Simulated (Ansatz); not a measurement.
# C2H5BrF2Sn: rotation by 120° about the Sn4–C5 bond, part 1 of 2

Aim: the minimum-energy path and barrier of the rotation by 120° about the Sn4–C5 bond. The ends are relaxed first, then joined by a nudged elastic band. SMILES of the start: F[CH](F)[SnH2][CH2]Br.

Method: RKS PBE-D4/def2-SVP, in Ansatz 0.2.0.

### Step 1. The structure to begin with

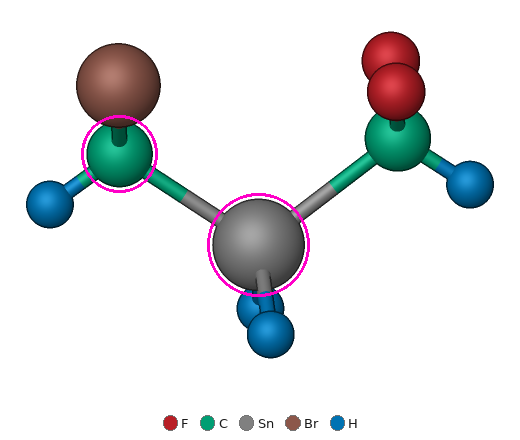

Start, viewed from a chosen angle; fluorine red, carbon teal, tin grey, bromine brown, hydrogen blue. Ringed: Sn4, C5.

Structure file:

```xyz
11

F    -1.2084    1.9089    0.4039
C    -1.6363    0.7170   -0.1030
F    -2.2381   -0.0250    0.8955
Sn    0.1672   -0.2939   -0.8578
C     1.4644   -0.6691    0.7376
Br    2.0560    1.0436    1.4817
H    -2.3400    0.8599   -0.9182
H    -0.3586   -1.8176   -1.5552
H     0.8753    0.6958   -2.0331
H     0.9568   -1.2473    1.5714
H     2.3270   -1.2292    0.3978
```

### Step 2. End point A

Contents of input.yaml:

```yaml
crystal:
  periodic: [false, false, false]
  atoms:
    - { symbol: F, position_ang: [-1.2084, 1.9089, 0.4039] }
    - { symbol: C, position_ang: [-1.6363, 0.717, -0.103] }
    - { symbol: F, position_ang: [-2.2381, -0.025, 0.8955] }
    - { symbol: Sn, position_ang: [0.1672, -0.2939, -0.8578] }
    - { symbol: C, position_ang: [1.4644, -0.6691, 0.7376] }
    - { symbol: Br, position_ang: [2.056, 1.0436, 1.4817] }
    - { symbol: H, position_ang: [-2.34, 0.8599, -0.9182] }
    - { symbol: H, position_ang: [-0.3586, -1.8176, -1.5552] }
    - { symbol: H, position_ang: [0.8753, 0.6958, -2.0331] }
    - { symbol: H, position_ang: [0.9568, -1.2473, 1.5714] }
    - { symbol: H, position_ang: [2.327, -1.2292, 0.3978] }
basis:
  gaussian: { orbitals: def2-SVP }
hamiltonian:
  xc: pbe
  dispersion: d4
relax:
  f_tol: 0.015
  max_steps: 40
```

Run with:

```bash
$ ansatz run input.yaml --threads 2 --pin off --max-ram 3072MiB --backend cpu --events-out ev --progress --plain --runs-dir out
```

What it wrote, shortened:

```text
Warning: RAYON_NUM_THREADS=2 ignored (pool sized by the plan → 2); use --threads N
[...]
Functional definition: PBE
[...]
1538 factors; their error is unknown
[...]
mean field -83432.63095886 eV, -3066.0926350695 hartree, gradient 2.3e-5 eV, S^2 0.000000; 0 other end points of the search recorded, 0 dependent functions left out
[...]
reference -83432.63099908 eV, -3066.0926365478 hartree; 46, 46 occupied and 93, 93 virtual orbitals, 1538 factors
relax step   1: F+E_penalty+E_count = -83432.91282589 eV  Δ(F+E_penalty+E_count) = +0.000e0 eV  max|allowed force component| = 1.633e0 eV/Å  Δτ_max = 0.0000 Å  (28 SCF iters, accepted)
[...]
relax step   4: F+E_penalty+E_count = -83433.07489800 eV  Δ(F+E_penalty+E_count) = -2.651e-3 eV  max|allowed force component| = 9.167e-2 eV/Å  Δτ_max = 0.0315 Å  (30 SCF iters, accepted)
[...]
relax step   7: F+E_penalty+E_count = -83433.07873746 eV  Δ(F+E_penalty+E_count) = -1.992e-3 eV  max|allowed force component| = 8.672e-2 eV/Å  Δτ_max = 0.0292 Å  (29 SCF iters, accepted)
[...]
relax step  10: F+E_penalty+E_count = -83433.08048094 eV  Δ(F+E_penalty+E_count) = -3.243e-4 eV  max|allowed force component| = 3.754e-2 eV/Å  Δτ_max = 0.0147 Å  (30 SCF iters, accepted)
[...]
relax step  11: F+E_penalty+E_count = -83433.08067305 eV  Δ(F+E_penalty+E_count) = -1.921e-4 eV  max|allowed force component| = 1.773e-2 eV/Å  Δτ_max = 0.0199 Å  (29 SCF iters, accepted)
[...]
relax step  12: F+E_penalty+E_count = -83433.08072715 eV  Δ(F+E_penalty+E_count) = -5.410e-5 eV  max|allowed force component| = 9.166e-3 eV/Å  Δτ_max = 0.0091 Å  (31 SCF iters, accepted)
1538 factors; their error is unknown
mean field -83432.80255443 eV, -3066.0989410904 hartree, gradient 2.0e-5 eV, S^2 0.000000; 1 other end points of the search recorded, 0 dependent functions left out
[...]
reference -83432.80259538 eV, -3066.0989425954 hartree; 46, 46 occupied and 93, 93 virtual orbitals, 1538 factors
Total energy: -83433.08076810 eV, -3066.1091652543 hartree
Atom 0 at    -1.323213     1.974562     0.294189 Å, force    -0.001666    -0.000796     0.000403 eV/Å
Atom 1 at    -1.625069     0.701763    -0.099447 Å, force     0.009166    -0.003371     0.003582 eV/Å
Atom 2 at    -1.975955    -0.027232     1.013086 Å, force    -0.001911     0.002745    -0.001660 eV/Å
Atom 3 at     0.167000    -0.280373    -0.970533 Å, force    -0.003064    -0.000028    -0.002937 eV/Å
Atom 4 at     1.420310    -0.673468     0.770531 Å, force     0.001126    -0.000361     0.003425 eV/Å
Atom 5 at     2.164349     0.996230     1.472193 Å, force     0.001169     0.000819    -0.000649 eV/Å
Atom 6 at    -2.513159     0.745961    -0.772634 Å, force    -0.005812     0.000488    -0.001013 eV/Å
Atom 7 at    -0.313180    -1.774913    -1.710394 Å, force     0.000946     0.000028    -0.000154 eV/Å
Atom 8 at     0.992856     0.744738    -2.084932 Å, force     0.001056     0.001292    -0.000788 eV/Å
Atom 9 at     0.804979    -1.119694     1.573609 Å, force    -0.000101    -0.000003    -0.000695 eV/Å
Atom 10 at     2.266381    -1.344474     0.534932 Å, force    -0.000909    -0.000812     0.000488 eV/Å
Dipole moment:    -0.092987    -0.348926    -0.361581 e Å
```

It took 26 s on 2 threads of Intel Xeon 6975P-C (Granite Rapids), shared host; peak memory 0.22 GiB.

Step by step:

| step | energy from step 1 (eV) | largest force component (eV/Å) |
| --- | --- | --- |
| 1 | 0.0000 | 1.6333 |
| 2 | -0.1316 | 0.4833 |
| 3 | -0.1594 | 0.1542 |
| 4 | -0.1621 | 0.0917 |
| 5 | -0.1635 | 0.0254 |
| 6 | -0.1639 | 0.2105 |
| 7 | -0.1659 | 0.0867 |
| 8 | -0.1669 | 0.0266 |
| 9 | -0.1673 | 0.0860 |
| 10 | -0.1677 | 0.0375 |
| 11 | -0.1678 | 0.0177 |
| 12 | -0.1679 | 0.0092 |

Step 1 is the start.

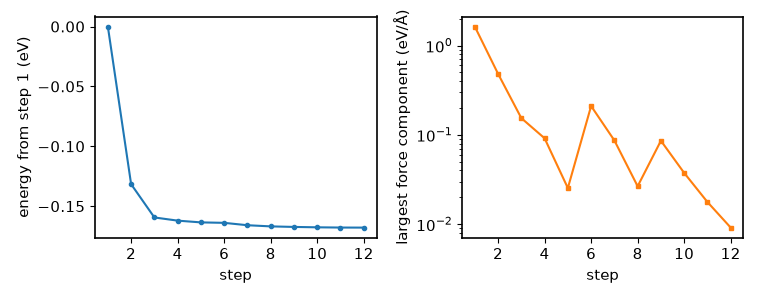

How energy and force went from step to step.

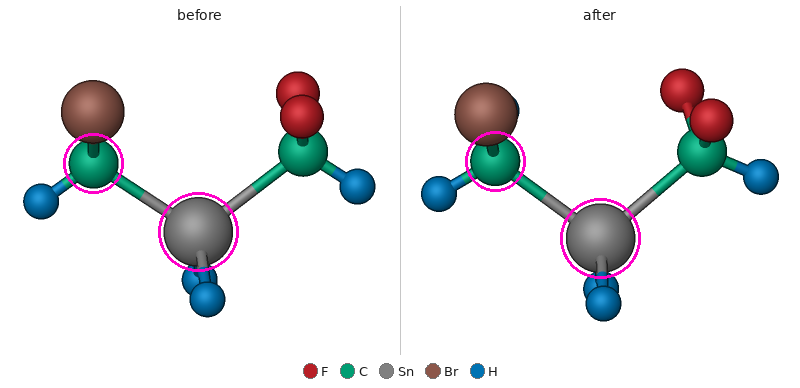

The structure before (left) and after (right), drawn at the same scale.

After: Bond lengths: F1–C2 1.366 Å, C2–F3 1.376 Å, C2–Sn4 2.221 Å, Sn4–C5 2.181 Å, C5–Br6 1.958 Å, C2–H7 1.115 Å, Sn4–H8 1.735 Å, Sn4–H9 1.725 Å, C5–H10 1.106 Å, C5–H11 1.105 Å. Angles (14 of 18 angles, heavy atoms first): F1–C2–F3 108.5°, F1–C2–Sn4 110.3°, F3–C2–Sn4 106.8°, C2–Sn4–C5 103.3°, Sn4–C5–Br6 110.5°, F1–C2–H7 108.2°, F3–C2–H7 107.8°, Sn4–C2–H7 115.0°, C2–Sn4–H8 108.9°, C2–Sn4–H9 112.1°, C5–Sn4–H8 110.1°, C5–Sn4–H9 110.4°, Sn4–C5–H10 109.4°, Sn4–C5–H11 112.3°.

### Step 3. End point B

The second end starts from a geometry with the move made by hand.

input.yaml: that of step 2 with these lines changed.

```diff
@@ -8,3 +8,3 @@
     - { symbol: C, position_ang: [1.4644, -0.6691, 0.7376] }
-    - { symbol: Br, position_ang: [2.056, 1.0436, 1.4817] }
+    - { symbol: Br, position_ang: [0.50511, -1.70333, 2.0967] }
     - { symbol: H, position_ang: [-2.34, 0.8599, -0.9182] }
@@ -12,4 +12,4 @@
     - { symbol: H, position_ang: [0.8753, 0.6958, -2.0331] }
-    - { symbol: H, position_ang: [0.9568, -1.2473, 1.5714] }
-    - { symbol: H, position_ang: [2.327, -1.2292, 0.3978] }
+    - { symbol: H, position_ang: [2.36661, -1.27817, 0.41784] }
+    - { symbol: H, position_ang: [1.80668, 0.2624, 1.17165] }
 basis:
```

Run with:

```bash
$ ansatz run input.yaml --threads 2 --pin off --max-ram 3072MiB --backend cpu --events-out ev --progress --plain --runs-dir out
```

What it wrote, shortened:

```text
Warning: RAYON_NUM_THREADS=2 ignored (pool sized by the plan → 2); use --threads N
[...]
[... 1 set-up line as earlier in the session ...]
[...]
1538 factors; their error is unknown
[...]
mean field -83432.61691158 eV, -3066.0921188417 hartree, gradient 2.4e-5 eV, S^2 0.000000; 0 other end points of the search recorded, 0 dependent functions left out
[...]
reference -83432.61695160 eV, -3066.0921203124 hartree; 46, 46 occupied and 93, 93 virtual orbitals, 1538 factors
relax step   1: F+E_penalty+E_count = -83432.90128262 eV  Δ(F+E_penalty+E_count) = +0.000e0 eV  max|allowed force component| = 1.282e0 eV/Å  Δτ_max = 0.0000 Å  (29 SCF iters, accepted)
[...]
relax step   3: F+E_penalty+E_count = -83433.06750634 eV  Δ(F+E_penalty+E_count) = -2.291e-2 eV  max|allowed force component| = 2.012e-1 eV/Å  Δτ_max = 0.0689 Å  (29 SCF iters, accepted)
[...]
Atom 1 at    -1.600696     0.748240    -0.115310 Å, force    -0.004899     0.003332    -0.008425 eV/Å
Atom 2 at    -2.355153    -0.034903     0.711454 Å, force     0.002677     0.000433     0.003303 eV/Å
Atom 3 at     0.097324    -0.419157    -0.944425 Å, force     0.003096    -0.005411     0.000385 eV/Å
Atom 4 at     1.442218    -0.623955     0.760527 Å, force     0.000436     0.003162    -0.003273 eV/Å
Atom 5 at     0.704764    -1.877350     2.071245 Å, force    -0.000301    -0.000890     0.000670 eV/Å
Atom 6 at    -2.276471     1.203045    -0.877311 Å, force    -0.001654     0.002560     0.001020 eV/Å
Atom 7 at    -0.395634    -1.972843    -1.508199 Å, force    -0.001852    -0.000342    -0.000869 eV/Å
Atom 8 at     0.859464     0.504857    -2.200164 Å, force    -0.000482     0.000855     0.001082 eV/Å
Atom 9 at     2.440268    -0.995582     0.465099 Å, force     0.001015    -0.000365     0.001191 eV/Å
Atom 10 at     1.544579     0.354467     1.265251 Å, force     0.001860     0.000677     0.003572 eV/Å
Dipole moment:     0.156948     0.143147    -0.464747 e Å
```

It took 25 s on 2 threads of Intel Xeon 6975P-C (Granite Rapids), shared host; peak memory 0.21 GiB.

The steps of the relaxation:

| step | energy from step 1 (eV) | largest force component (eV/Å) |
| --- | --- | --- |
| 1 | 0.0000 | 1.2820 |
| 2 | -0.1433 | 0.4635 |
| 3 | -0.1662 | 0.2012 |
| 4 | -0.1694 | 0.0879 |
| 5 | -0.1714 | 0.0423 |
| 6 | -0.1746 | 0.1547 |
| 7 | -0.1765 | 0.1135 |
| 8 | -0.1787 | 0.0175 |
| 9 | -0.1793 | 0.0357 |
| 10 | -0.1794 | 0.0178 |
| 11 | -0.1794 | 0.0084 |

Step 1 is the start.

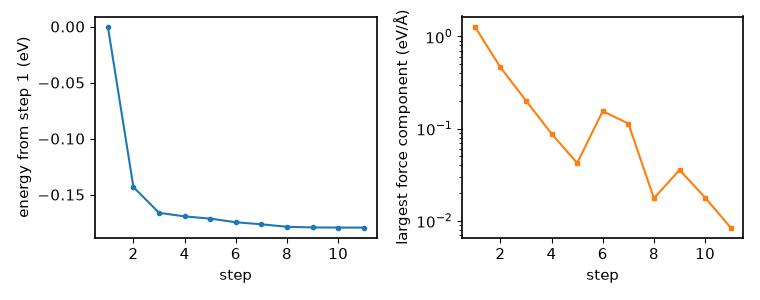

Energy and largest force along the relaxation.

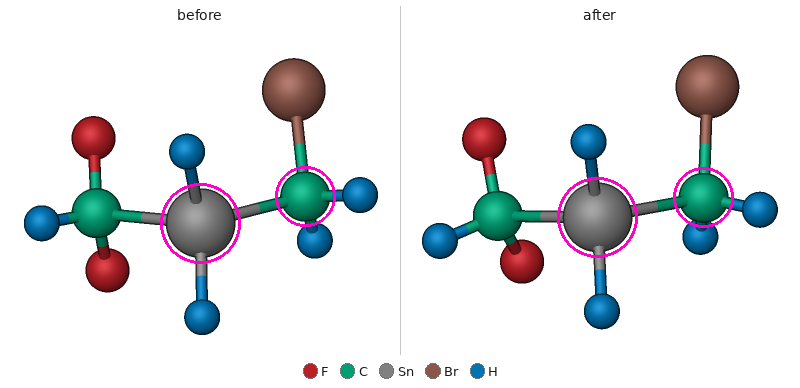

The structure before (left) and after (right), drawn at the same scale.

After: Bond lengths: F1–C2 1.376 Å, C2–F3 1.366 Å, C2–Sn4 2.221 Å, Sn4–C5 2.181 Å, C5–Br6 1.958 Å, C2–H7 1.115 Å, Sn4–H8 1.725 Å, Sn4–H9 1.735 Å, C5–H10 1.105 Å, C5–H11 1.106 Å. Angles (14 of 18 angles, heavy atoms first): F1–C2–F3 108.5°, F1–C2–Sn4 106.8°, F3–C2–Sn4 110.3°, C2–Sn4–C5 103.2°, Sn4–C5–Br6 110.6°, F1–C2–H7 107.8°, F3–C2–H7 108.2°, Sn4–C2–H7 115.0°, C2–Sn4–H8 112.1°, C2–Sn4–H9 109.0°, C5–Sn4–H8 110.3°, C5–Sn4–H9 110.2°, Sn4–C5–H10 112.3°, Sn4–C5–H11 109.3°.

### Step 4. Nudged elastic band

crystal.atoms is end A as relaxed above, and neb.final_atoms is end B, turned to lie on A. With 7 inner images the band has 9 in all. The start path is listed, through a guess of the saddle.

Contents of input.yaml:

```yaml
crystal:
  periodic: [false, false, false]
  atoms:
    - { symbol: F, position_ang: [-1.323213, 1.974562, 0.294189] }
    - { symbol: C, position_ang: [-1.625069, 0.701763, -0.099447] }
    - { symbol: F, position_ang: [-1.975955, -0.027232, 1.013086] }
    - { symbol: Sn, position_ang: [0.167, -0.280373, -0.970533] }
    - { symbol: C, position_ang: [1.42031, -0.673468, 0.770531] }
    - { symbol: Br, position_ang: [2.164349, 0.99623, 1.472193] }
    - { symbol: H, position_ang: [-2.513159, 0.745961, -0.772634] }
    - { symbol: H, position_ang: [-0.31318, -1.774913, -1.710394] }
    - { symbol: H, position_ang: [0.992856, 0.744738, -2.084932] }
    - { symbol: H, position_ang: [0.804979, -1.119694, 1.573609] }
    - { symbol: H, position_ang: [2.266381, -1.344474, 0.534932] }
basis:
  gaussian: { orbitals: def2-SVP }
hamiltonian:
  xc: pbe
  dispersion: d4
neb:
  order_check: false
  images: 7
  f_tol: 0.05
  max_iterations: 60
  final_atoms:
    - { symbol: F, position_ang: [-0.98255583, 1.95921999, 0.34087453] }
    - { symbol: C, position_ang: [-1.57001487, 0.81067618, -0.1364767] }
    - { symbol: F, position_ang: [-2.21585249, 0.19254083, 0.8964122] }
    - { symbol: Sn, position_ang: [0.06766724, -0.47915133, -0.90319807] }
    - { symbol: C, position_ang: [1.58202253, -0.34608775, 0.66095204] }
    - { symbol: Br, position_ang: [1.01460414, -1.33399902, 2.25308482] }
    - { symbol: H, position_ang: [-2.33111256, 1.1072756, -0.89603187] }
    - { symbol: H, position_ang: [-0.4364744, -2.11546059, -1.11085675] }
    - { symbol: H, position_ang: [0.67421425, 0.19599354, -2.38232612] }
    - { symbol: H, position_ang: [2.5552196, -0.75899826, 0.33864703] }
    - { symbol: H, position_ang: [1.70758137, 0.71109081, 0.95951888] }
  initial_path:
    images:
      - { positions_ang: [[-1.323213, 1.974562, 0.294189], [-1.625069, 0.701763, -0.099447], [-1.975955, -0.027232, 1.013086], [0.167, -0.280373, -0.970533], [1.42031, -0.673468, 0.770531], [2.164349, 0.99623, 1.472193], [-2.513159, 0.745961, -0.772634], [-0.31318, -1.774913, -1.710394], [0.992856, 0.744738, -2.084932], [0.804979, -1.119694, 1.573609], [2.266381, -1.344474, 0.534932]] }
      - { positions_ang: [[-1.23553412, 1.99947246, 0.25841277], [-1.60153572, 0.74104754, -0.1038299], [-2.00155851, 0.06273776, 1.01922005], [0.15339692, -0.31138301, -0.94206358], [1.44914334, -0.66456286, 0.74198904], [1.8740952, 0.86081662, 1.65231498], [-2.46037213, 0.79286194, -0.79911987], [-0.38119817, -1.82303798, -1.59523965], [0.93582705, 0.6409434, -2.12230287], [1.00567268, -1.26813535, 1.43270262], [2.32736246, -1.08766052, 0.47851641]] }
      - { positions_ang: [[-1.14785524, 2.02438292, 0.22263654], [-1.57800244, 0.78033208, -0.1082128], [-2.02716201, 0.15270751, 1.0253541], [0.13979384, -0.34239302, -0.91359416], [1.47797668, -0.65565773, 0.71344708], [1.5838414, 0.72540323, 1.83243696], [-2.40758526, 0.83976289, -0.82560574], [-0.44921634, -1.87116295, -1.48008531], [0.87879809, 0.53714881, -2.15967374], [1.20636635, -1.4165767, 1.29179623], [2.38834392, -0.83084704, 0.42210083]] }
      - { positions_ang: [[-1.06017635, 2.04929338, 0.18686031], [-1.55446916, 0.81961662, -0.1125957], [-2.05276552, 0.24267727, 1.03148816], [0.12619076, -0.37340303, -0.88512475], [1.50681002, -0.64675259, 0.68490512], [1.29358759, 0.58998985, 2.01255894], [-2.35479838, 0.88666383, -0.8520916], [-0.5172345, -1.91928793, -1.36493096], [0.82176914, 0.43335421, -2.19704461], [1.40706003, -1.56501805, 1.15088985], [2.44932538, -0.57403357, 0.36568524]] }
      - { positions_ang: [[-0.97249747, 2.07420383, 0.15108409], [-1.53093587, 0.85890116, -0.1169786], [-2.07836903, 0.33264702, 1.03762221], [0.11258768, -0.40441304, -0.85665533], [1.53564335, -0.63784745, 0.65636316], [1.00333379, 0.45457647, 2.19268092], [-2.30201151, 0.93356477, -0.87857747], [-0.58525267, -1.96741291, -1.24977661], [0.76474019, 0.32955962, -2.23441548], [1.60775371, -1.7134594, 1.00998346], [2.51030684, -0.31722009, 0.30926965]] }
      - { positions_ang: [[-0.97501206, 2.04545787, 0.1985317], [-1.54070562, 0.84684492, -0.12185312], [-2.11273989, 0.29762047, 1.00231971], [0.10135757, -0.42309761, -0.86829101], [1.54723815, -0.56490753, 0.65751038], [1.00615138, 0.00743259, 2.20778189], [-2.30928677, 0.97699248, -0.88294107], [-0.5480581, -2.00442483, -1.21504665], [0.7421087, 0.2961681, -2.27139314], [1.84462018, -1.47484411, 0.84214935], [2.30962547, -0.06014236, 0.47183196]] }
      - { positions_ang: [[-0.97752665, 2.01671191, 0.24597931], [-1.55047537, 0.83478867, -0.12672765], [-2.14711076, 0.26259393, 0.9670172], [0.09012746, -0.44178218, -0.8799267], [1.55883294, -0.4919676, 0.6586576], [1.00896897, -0.43971128, 2.22288287], [-2.31656204, 1.02042019, -0.88730467], [-0.51086353, -2.04143675, -1.18031668], [0.71947722, 0.26277658, -2.3083708], [2.08148665, -1.23622883, 0.67431524], [2.1089441, 0.19693536, 0.63439427]] }
      - { positions_ang: [[-0.98004124, 1.98796595, 0.29342692], [-1.56024512, 0.82273243, -0.13160218], [-2.18148162, 0.22756738, 0.9317147], [0.07889735, -0.46046676, -0.89156238], [1.57042774, -0.41902768, 0.65980482], [1.01178656, -0.88685515, 2.23798385], [-2.3238373, 1.0638479, -0.89166827], [-0.47366896, -2.07844867, -1.14558672], [0.69684574, 0.22938506, -2.34534846], [2.31835313, -0.99761354, 0.50648114], [1.90826274, 0.45401309, 0.79695658]] }
      - { positions_ang: [[-0.98255583, 1.95921999, 0.34087453], [-1.57001487, 0.81067618, -0.1364767], [-2.21585249, 0.19254083, 0.8964122], [0.06766724, -0.47915133, -0.90319807], [1.58202253, -0.34608775, 0.66095204], [1.01460414, -1.33399902, 2.25308482], [-2.33111256, 1.1072756, -0.89603187], [-0.4364744, -2.11546059, -1.11085675], [0.67421425, 0.19599354, -2.38232612], [2.5552196, -0.75899826, 0.33864703], [1.70758137, 0.71109081, 0.95951888]] }
```

Run with:

```bash
$ ansatz run input.yaml --threads 2 --pin off --max-ram 3072MiB --backend cpu --events-out ev --progress --plain --runs-dir out
```

What it wrote, shortened:

```text
Warning: RAYON_NUM_THREADS=2 ignored (pool sized by the plan → 2); use --threads N
[...]
[... 1 set-up line as earlier in the session ...]
[...]
1538 factors; their error is unknown
[...]
mean field -83432.80252017 eV, -3066.0989398314 hartree, gradient 2.2e-5 eV, S^2 0.000000; 0 other end points of the search recorded, 0 dependent functions left out
[...]
reference -83432.80256116 eV, -3066.0989413380 hartree; 46, 46 occupied and 93, 93 virtual orbitals, 1538 factors
1538 factors; their error is unknown
[...]
mean field -83432.80273830 eV, -3066.0989478478 hartree, gradient 2.2e-5 eV, S^2 0.000000; 0 other end points of the search recorded, 0 dependent functions left out
[...]
reference -83432.80277889 eV, -3066.0989493393 hartree; 46, 46 occupied and 93, 93 virtual orbitals, 1538 factors
NEB end point (image 0): max|allowed force component| = 9.201e-3 eV/Å (the criterion of neb.relax_end_points is 1.000e-2)
[...]
Atom 1 at    -1.573705     0.888722    -0.154209 Å, force    -0.006123    -0.005273    -0.003893 eV/Å
Atom 2 at    -2.136545     0.353291     0.971535 Å, force    -0.000692     0.000245     0.001295 eV/Å
Atom 3 at     0.061813    -0.437521    -0.866762 Å, force    -0.001875    -0.001120    -0.001745 eV/Å
Atom 4 at     1.580369    -0.645997     0.699496 Å, force     0.002038     0.005130    -0.002643 eV/Å
Atom 5 at     1.148973     0.350165     2.326124 Å, force    -0.000543     0.002200     0.002157 eV/Å
Atom 6 at    -2.382364     1.027885    -0.911278 Å, force     0.005806     0.001138     0.002103 eV/Å
Atom 7 at    -0.595529    -1.997137    -1.236648 Å, force     0.000125    -0.000347    -0.000091 eV/Å
Atom 8 at     0.786245     0.262922    -2.276043 Å, force     0.000017    -0.000089     0.000539 eV/Å
Atom 9 at     1.685035    -1.708761     0.984316 Å, force     0.001108    -0.004544    -0.000186 eV/Å
Atom 10 at     2.553513    -0.270496     0.333488 Å, force    -0.001104    -0.001352     0.000939 eV/Å
Dipole moment:     0.084537    -0.263936    -0.464502 e Å
this run last wrote the band of iteration 7 to <dir>
```

Run time: 1.9 min. Hardware: 2 threads of Intel Xeon 6975P-C (Granite Rapids), shared host; peak memory 0.22 GiB.

(Continued in part 2 of 2.)
